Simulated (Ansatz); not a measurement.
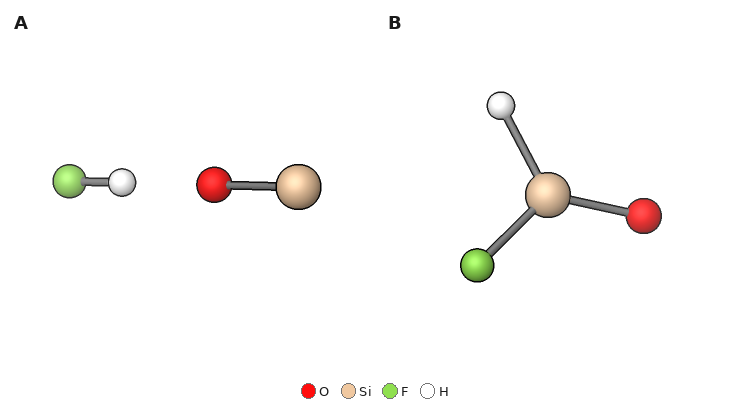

2 stationary structures of one formula. Geometries: PBE0-D4/def2-TZVP. Electronic energies: RHF-CCSD(T) (frozen core)/def2-TZVPP (Ansatz 0.2.0), without zero-point energy. No frequency run is at hand to confirm each as a minimum.

> Rank them by energy, lowest first.

B is lowest (Cs); A lies 100.9 kJ/mol above it (C∞v).
